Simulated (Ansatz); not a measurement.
# Cl2GaH: the cost of one run

Program: Ansatz 0.2.0, Gaussian basis. Level of theory: PBE0-D4/def2-TZVP structures, single points in def2-TZVPP, no counterpoise correction. These are calculated values, not measurements.

Levels: SPW92, PBE-D4, BLYP-D4, r2SCAN-D4, B97M-V, PBE0-D4, B3LYP-D4, r2SCAN0-D4, BHLYP-D4, CAM-B3LYP-D4, wB97X-V, wB97M-V, B2PLYP, PBE-QIDH, RPA on PBE, Hartree-Fock, MP2, CCSD, CCSD(T).

Correlated methods freeze the cores. Filled d shells of the heavier atoms are correlated. B3LYP uses VWN-RPA correlation. B2PLYP carries no dispersion term here.

94 further runs of the same task are left out: 94 set aside as unsound or not needed. Runs told in other sessions of the task aren't counted.

**1. Starting geometry**

The complex: 7 atoms, charge 0, spin multiplicity 1.

Atoms are counted from 1 here; the program's logs count them from 0.

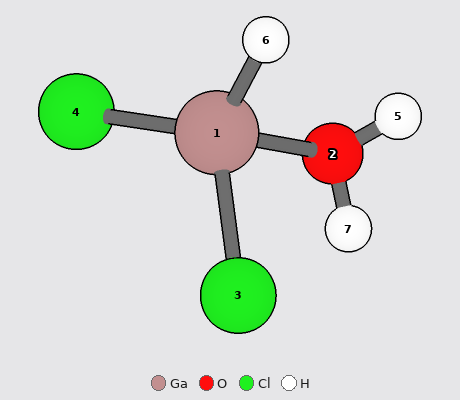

As it starts; gallium pink, oxygen red, chlorine green, hydrogen white; atoms are numbered from 1 in the order of the file.

As a file:

```
Ga   -0.8334   -0.0321    0.3625
O     1.2323    0.0815   -0.1036
Cl   -1.3570   -0.0991   -1.7512
Cl   -1.1517    1.8981    1.2492
H     1.7322   -0.7174    0.0971
H    -0.8801   -1.3335    1.2090
H     1.2576    0.2025   -1.0630
```

Its parts: GaHCl₂ holds atoms 1, 3, 4, 6; H₂O holds atoms 2, 5, 7. Each part counts its atoms afresh in its own runs.

**2. Relaxing GaHCl₂ alone**

Contents of relax-a/in.yaml:

```yaml
crystal:
  periodic: [false, false, false]
  atoms:
    - {symbol: Ga, position_ang: [-0.833404, -0.032108, 0.362529]}
    - {symbol: Cl, position_ang: [-1.357045, -0.099131, -1.751202]}
    - {symbol: Cl, position_ang: [-1.151681, 1.898116, 1.249182]}
    - {symbol: H, position_ang: [-0.880057, -1.333475, 1.208988]}
basis:
  gaussian: {orbitals: def2-TZVP}
hamiltonian: {xc: pbe0, dispersion: d4}
relax: {f_tol: 0.005, max_steps: 200}
```

On the command line:

```bash
$ ansatz run in.yaml --threads 4 --pin off --events-out ev --progress --plain --max-ram 9574MiB
```

**Question.** How long does this run take on 4 threads of Arm Neoverse V2, shared host?

About 8 s.
